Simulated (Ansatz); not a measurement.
The calculation's input:

```
crystal:
  periodic: [false, false, false]
  atoms:
    - { symbol: Sn, position_ang: [-0.064909, 0.076324, 0.015757] }
    - { symbol: O, position_ang: [-0.013979, 0.178382, 1.998538] }
    - { symbol: H, position_ang: [-0.893291, 0.008333, 2.386447] }
    - { symbol: H, position_ang: [1.574896, 0.311287, -0.437949] }
    - { symbol: H, position_ang: [-1.043534, 1.405375, -0.53306] }
    - { symbol: H, position_ang: [-0.756886, -1.407559, -0.536355] }
    - { symbol: P, position_ang: [1.783831, -2.818525, 1.322395] }
    - { symbol: H, position_ang: [0.58135, -3.263511, 0.668681] }
    - { symbol: H, position_ang: [2.210555, -2.053159, 0.182539] }
    - { symbol: H, position_ang: [1.141467, -1.703849, 1.943606] }
basis:
  gaussian: { orbitals: def2-SVP }
hamiltonian:
  xc: pbe
relax:
  f_tol: 0.03
  max_steps: 50
output:
  orbitals: {}
```

Command:

```sh
ansatz run input.yaml --threads 2 --pin off --max-ram 3072MiB --backend cpu --events-out ev --progress --plain --runs-dir out
```

The fields are those of the run's last geometry, not of the input's.

Core potentials replace the inner electrons of Sn.

Computed with RKS PBE/def2-SVP (Ansatz).

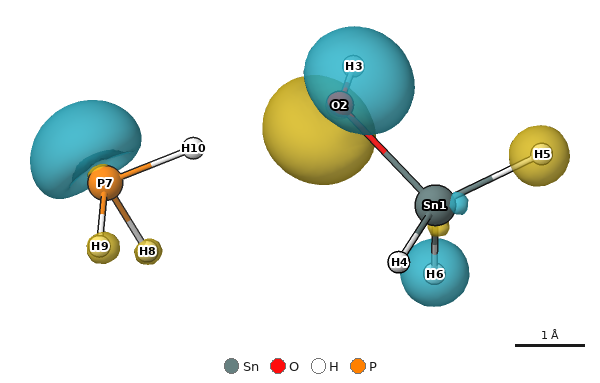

H4OSn···PH3. The HOMO−1 at ±0.15 Å⁻³ᐟ² (yellow and cyan are the two phases), seen at a tilt.

Where does this orbital lie, and at what energy?

Its weight (Hirshfeld) is mainly on O2 (about 55 %), P7 (about 15 %) and Sn1 (about 10 %). Its energy is −6.59 eV.
